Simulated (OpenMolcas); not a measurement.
PH₂ (charge −1): single-point calculation

- system: PH₂ (phosphanide), charge −1, multiplicity 3
- method: NEVPT2/3-21G (OpenMolcas 26.06)

The geometry is that of the parent species in another charge or spin state. The geometry comes from this level: GFN2-xTB.

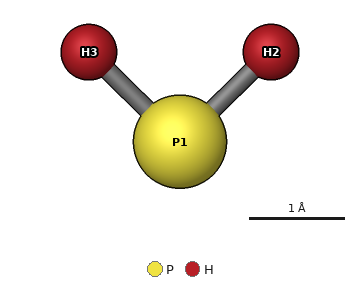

**Figure 1.** The structure as given in the input (ball-and-stick view, seen on its broad side; atoms are numbered from 1 in the order of the input). Bond lengths as drawn: H–P 1.35 Å.

### Summary

| quantity | value |
| --- | --- |
| outcome | converged |
| total energy | −339.984928 hartree |
| basis functions | 17 |
| hardware | 1 thread of Intel Xeon (Granite Rapids), 64 GiB of memory available, shared host |
| wall time | 1.3 s |
| peak memory | 0.37 GiB |

### Input file
```
&GATEWAY
  BasLib=$CurrDir
  Coord
  3
  bohr
  P      0.94282216    -0.55478580     0.46307739
  H      0.19953618     1.87124460     0.31205047
  H     -1.14233944    -1.31647770    -0.77512786
  Basis=3-21G
  Group=NoSym

&SEWARD

&RASSCF
  FileOrb=$CurrDir/step2.RasOrb
  Spin=3
  Nactel=6 0 0
  Inactive=6
  Ras2=6
  OrbListing=Nothing
  OrbAppear=Compact

&CASPT2
  PC-NEVPT2
  Frozen=5
```

Launched with:
```bash
export MOLCAS_MEM=1860
pymolcas step6.inp > step6.log
```

### Output
```
--- Start Module: gateway ---

                                              &GATEWAY

                       available to each process: 1.9 GB of memory, 1 thread

 Basis Set     1 Label: P.3-21G
 Basis set is read from library:.
 basistype.tbl is not found

 Basis Set     2 Label: H.3-21G
 Basis set is read from library:.
 basistype.tbl is not found

++    Symmetry information:
      ---------------------

                    Character Table for C1

                             E
                    a        1  x, y, xy, Rz, z, xz, Ry, yz, Rx, I
--

++    Basis set information:
      ----------------------

      Basis set label: P.3-21G.........

      Electronic valence basis set:
      ------------------
      Associated Effective Charge  15.000000 au
      Associated Actual Charge     15.000000 au
      Nuclear Model: Point charge

      Shell  nPrim  nBasis  Cartesian Spherical Contaminant
         s       9       4        X
         p       6       3        X

      Basis set label: H.3-21G.........

      Electronic valence basis set:
      ------------------
      Associated Effective Charge   1.000000 au
      Associated Actual Charge      1.000000 au
      Nuclear Model: Point charge

      Shell  nPrim  nBasis  Cartesian Spherical Contaminant
         s       3       2        X
--

++    Molecular structure info:
      -------------------------

                    ************************************************
                    **** Cartesian Coordinates / bohr, angstrom ****
                    ************************************************

     Center  Label                x              y              z                     x              y              z
        1      P1               0.942822      -0.554786       0.463077              0.498920      -0.293580       0.245050
        2      H2               0.199536       1.871245       0.312050              0.105590       0.990220       0.165130
        3      H3              -1.142339      -1.316478      -0.775128             -0.604500      -0.696650      -0.410180

                    ***************************************
                    *    InterNuclear Distances / bohr    *
                    ***************************************

               1 P1            2 H2            3 H3
    1 P1       0.000000
    2 H2       2.541831        0.000000
    3 H3       2.541894        3.625488        0.000000

                    *******************************************
                    *    InterNuclear Distances / angstrom    *
                    *******************************************

               1 P1            2 H2            3 H3
    1 P1       0.000000
    2 H2       1.345079        0.000000
    3 H3       1.345112        1.918525        0.000000

                    **************************************
                    *    Valence Bond Angles / degree    *
                    **************************************
                          Atom centers                 Phi
                      2 H2       1 P1       3 H3        90.98
--

            Nuclear Potential Energy             12.07819318 au

--- Stop Module: gateway /rc=_RC_ALL_IS_WELL_ ---

--- Start Module: seward ---

                                              &SEWARD

                       available to each process: 1.9 GB of memory, 1 thread

               SEWARD will generate:
                  Multipole Moment integrals up to order  2
                  Kinetic Energy integrals
                  Nuclear Attraction integrals (point charge)
                  One-Electron Hamiltonian integrals
                  Velocity integrals
                  Orbital angular momentum around (  0.8564  -0.5039   0.4206 )
                  Velocity quadrupole around (  0.8564  -0.5039   0.4206 )
                  Two-Electron Repulsion integrals

                   Integrals are discarded if absolute value <: 1.00E-14
                   Integral cutoff threshold is set to       <: 1.00E-16

            Nuclear Potential Energy             12.07819318 au

      Basis set specifications :
      Symmetry species         a
      Basis functions           17

--- Stop Module: seward /rc=_RC_ALL_IS_WELL_ ---

--- Start Module: rasscf ---

                                              &RASSCF

                       available to each process: 1.9 GB of memory, 1 thread

      Header of the ONEINT file:
      --------------------------

      OrdInt status: non-squared

      Cartesian coordinates in angstrom:
      -----------------------------------------------------
      No.  Label        X            Y            Z
      -----------------------------------------------------
       1   P1         0.49892000  -0.29358000   0.24505000
       2   H2         0.10559000   0.99022000   0.16513000
       3   H3        -0.60450000  -0.69665000  -0.41018000
      -----------------------------------------------------
      Nuclear repulsion energy =   12.07819318

++    Wave function specifications:
      -----------------------------

      Number of closed shell electrons          12
      Number of electrons in active shells       6
      Max number of holes in RAS1 space          0
      Max nr of electrons in RAS3 space          0
      Number of inactive orbitals                6
      Number of active orbitals                  6
      Number of secondary orbitals               5
      Spin quantum number                      1.0
      State symmetry                             1
--

++    Orbital specifications:
      -----------------------

      Symmetry species                           1
                                                 a
      Frozen orbitals                            0
      Inactive orbitals                          6
      Active orbitals                            6
      RAS1 orbitals                              0
      RAS2 orbitals                              6
      RAS3 orbitals                              0
      Secondary orbitals                         5
      Deleted orbitals                           0
      Number of basis functions                 17
--

++    CI expansion specifications:
      ----------------------------

      Number of CSFs                           189
      Number of determinants                   225
      Number of root(s) required                 1
      Root chosen for geometry opt.              1
      CI root used                               1

      highest root included in the CI            1
      max. size of the explicit Hamiltonian    189
--

++    Optimization specifications:
      ----------------------------

      RASSCF algorithm: Conventional
      Maximum number of macro iterations       200
      Maximum number of SX iterations          100
      Threshold for RASSCF energy            1.000E-08
      Threshold for max MO rotation          1.000E-01
      Threshold for max BLB element          1.000E-04
      Level shift parameter                  5.000E-01
      Make Quasi-Newton update
--

      The MO-coefficients are taken from the file:
      step2.RasOrb
      Title: RASSCF average (pseudo-natural) orbitals

      Total molecular charge   -1.00

      ************************************************************************************************************************
      *                                            Wave function control section                                             *
      ************************************************************************************************************************

                                         RASSCF iterations: Energy and convergence statistics
                                         ----------------------------------------------------

          iter iter root      energy       change     param      element    value   shift minimum  type update hh:mm:ss
 Nr of preliminary CI iterations:   1
        1   1    4    1  -339.95764757    0.00E+00   5.62E-05   10  17 1  6.15E-06   0.04   0.00    SX    NO    0:00:00
        2   1    4    1  -339.95764757   -3.09E-10  -2.66E-05   10  17 1  4.30E-06   0.04   0.00    SX    NO    0:00:00
        3   1    3    1  -339.95764757   -8.12E-11   1.42E-05   10  17 1  3.16E-06   0.04   0.00    SX    NO    0:00:00
        4   1    3    1  -339.95764757   -3.19E-11   8.04E-06   10  17 1  2.39E-06   0.04   0.00    SX    NO    0:00:00
      Convergence after  4 iterations
        5   1    3    1  -339.95764757   -1.49E-11   8.04E-06   10  17 1  1.84E-06   0.04   0.00    SX    NO    0:00:00

      ************************************************************************************************************************
                                                      Wave function printout:
                       occupation of active orbitals, and spin coupling of open shells (u,d: Spin up or down)
      ************************************************************************************************************************

      Note: transformation to natural orbitals
      has been made, which may change the order of the CSFs.

      printout of CI-coefficients larger than  0.05 for root  1
      energy=    -339.957648
      conf/sym  111111     Coeff  Weight
             1  22uu00  -0.99178 0.98362
            82  udu2u0  -0.05166 0.00267
            92  02uu20   0.05259 0.00277

      Natural orbitals and occupation numbers for root  1
      sym 1:   1.985178   1.986914   1.000000   1.000670   0.022062   0.005177

      ************************************************************************************************************************
      *                                                    Final results                                                     *
      ************************************************************************************************************************

++    Final optimization conditions:
      ------------------------------

      Average CI energy                            -339.95764757
      RASSCF energy for state  1                   -339.95764757
      Super-CI energy                                -0.00000000
      RASSCF energy change                           -0.00000000
      Max change in MO coefficients               6.701E-06
      Max non-diagonal density matrix element     8.039E-06
      Maximum BLB matrix element                  1.841E-06
      (orbital pair  10,  17 in symmetry   1)
      Norm of electronic gradient            2.013E-06
--

      Final state energy(ies):
      ------------------------

::    RASSCF root number  1 Total energy:   -339.95764757
      Von Neumann Entropy (Root   1) =  1.11388

      Mulliken population analysis for root number:  1
      -----------------------------------------------

++    Molecular charges:
      ------------------

      Mulliken charges per centre
      ---------------------------

                P1      H2      H3
      Total   15.4308  1.2846  1.2846

      N-E     -0.4308 -0.2846 -0.2846

      Total electronic charge=   18.000000

      Total            charge=   -1.000000
--

      Expectation values of various properties for root number:  1
      -----------------------------------------------------------

++    Molecular properties:
      ---------------------

      Charge (e):
                      =   -1.0000
      Dipole Moment (debye):
      Origin of the operator (angstrom)=    0.4532   -0.2667    0.2226
                   X= -8.1215E-01               Y=  4.7815E-01               Z= -3.9887E-01           Total=  1.0234E+00
      Center of Charge (angstrom)
                     X=    0.62227955               Y=   -0.36622085               Z=    0.30563413
      Quadrupole Moment (debye*angstrom):
      Origin of the operator (angstrom)=    0.4532   -0.2667    0.2226
                  XX= -2.1439E+01              XY=  2.4276E-01              XZ= -1.9296E+00              YY= -2.2407E+01
                  YZ= -3.4918E-01              ZZ= -1.9020E+01
      In traceless form (debye*angstrom)
                  XX= -7.2582E-01              XY=  3.6414E-01              XZ= -2.8943E+00              YY= -2.1775E+00
                  YZ= -5.2377E-01              ZZ=  2.9033E+00
--

      Mulliken spin population analysis for root number:  1
      ---------------------------------------------------

++    Molecular charges:
      ------------------

      Mulliken spin population per centre
      ---------------------------

                P1      H2      H3
      Total    1.6595  0.1702  0.1703

      Total electronic spin=    2.000000
--

      Average orbitals are written to the RASORB file
      Natural orbitals for root   1 are written to the RASORB.1 file
      Spin density orbitals for root   1 are written to the SPDORB.1 file

--- Stop Module: rasscf /rc=_RC_ALL_IS_WELL_ ---

--- Start Module: caspt2 ---

                                              &CASPT2

                       available to each process: 1.9 GB of memory, 1 thread

 ###############################################################################
 ###    WARNING: User changed nr of frozen orbitals.                         ###
 ###############################################################################

++    Wave function specifications:
      -----------------------------

      Number of closed shell electrons           2
      Number of electrons in active shells       6
      Max number of holes in RAS1 space          0
      Max number of electrons in RAS3 space      0
      Number of inactive orbitals                1
      Number of active orbitals                  6
      Number of secondary orbitals               5
      Spin quantum number                      1.0
      State symmetry                             1
      Number of CSFs                           189
      Number of CASSCF root(s) available         1
      NEVPT2 state passed to geometry opt.       1
      A file JOBMIX will be created
      This is a CASSCF or RASSCF reference function
--

++    Orbital specifications:
      -----------------------

      Symmetry species                           1
                                                 a
      Frozen orbitals                            5
      Inactive orbitals                          1
      Active orbitals                            6
      Secondary orbitals                         5
      Deleted orbitals                           0
      Number of basis functions                 17
--

++    NEVPT2 specifications:
      ----------------------

      Type of calculation                        SS-NEVPT2
      Internal contraction for energies          partially and strongly contracted
                                                 (PC-NEVPT2 and SC-NEVPT2)
      Denominator threshold for SC-NEVPT2        1.00E-09
      Fock operator                              state-specific
      0th-order Hamiltonian                      DYALL
      IPEA shift                                 0.00
      Real shift                                 0.00
      Imaginary shift                            0.00
      The input orbitals will be transformed to quasi-canonical
--

--------------------------------------------------------------------------------
 Estimated memory requirements:
  POLY3 :                   263366
  RHS:                      275884
  SIGMA :                   254320
  PRPCTL:                        0
 Available workspace:    232486699

++ NEVPT2 computation for group   1

********************************************************************************
 Multi-State initialization phase begins for group   1
--------------------------------------------------------------------------------
********************************************************************************
 Compute H0 matrices for state    1
--------------------------------------------------------------------------------
--------------------------------------------------------------------------------
 H0 matrices have been computed.

********************************************************************************
  NEVPT2 EQUATION SOLUTION
--------------------------------------------------------------------------------

  Total nr of NEVPT2 parameters:
   Before reduction:        2337
   After  reduction:        2250

 Variance of |WF0>:       0.0625245817
-----------------------------------------------------------------------------------------------------------------------------

  FINAL PC-NEVPT2 RESULT:

      Reference energy:        -339.9576475718
      E2 (Non-variational):      -0.0272804592
      E2 (Variational):          -0.0272804592
      Total energy:            -339.9849280310
      Residual norm:              0.0000000000
      Reference weight:           0.98753

      Contributions to the PC-NEVPT2 correlation energy
      Active & Virtual Only:         -0.0117219841
      One Inactive Excited:          -0.0114968468
      Two Inactive Excited:          -0.0040616283

  FINAL SC-NEVPT2 RESULT:

      Reference energy:        -339.9576475718
      E2 (Non-variational):      -0.0267353249
      E2 (Variational):          -0.0267353249
      Total energy:            -339.9843828967
      Residual norm:              0.0000000000
      Reference weight:           0.98835

      Contributions to the SC-NEVPT2 correlation energy
      Active & Virtual only:         -0.0114723334
      One Inactive Excited:          -0.0112171796
      Two Inactive Excited:          -0.0040458119

++ Denominators, etc.
--------------------------------------------------------------------------------------------------------------
 Report on small energy denominators, large coefficients, and large energy contributions.
CASE  SYMM ACTIVE-MIX  NON-ACTIVE INDICES          DENOMINATOR     RHS VALUE       COEFFICIENT     CONTRIBUTION
BJAIP    1  Se1.015 In1.006 Se1.015 In1.006         2.49887857      0.06935596     -0.02775484     -0.00192496
--

   (Skipping property calculation,
    use PROP keyword to activate)
--

  Total PC-NEVPT2 energies:
::    PC-NEVPT2 Root  1     Total energy:   -339.98492803

  A NEW JOBIPH FILE NAMED 'JOBMIX' IS PREPARED.
********************************************************************************
--- Stop Module: caspt2 /rc=_RC_ALL_IS_WELL_ ---

.##################.
.# Happy landing! #.
.##################.

    Timing: Wall=1.11 User=0.80 System=0.31
```
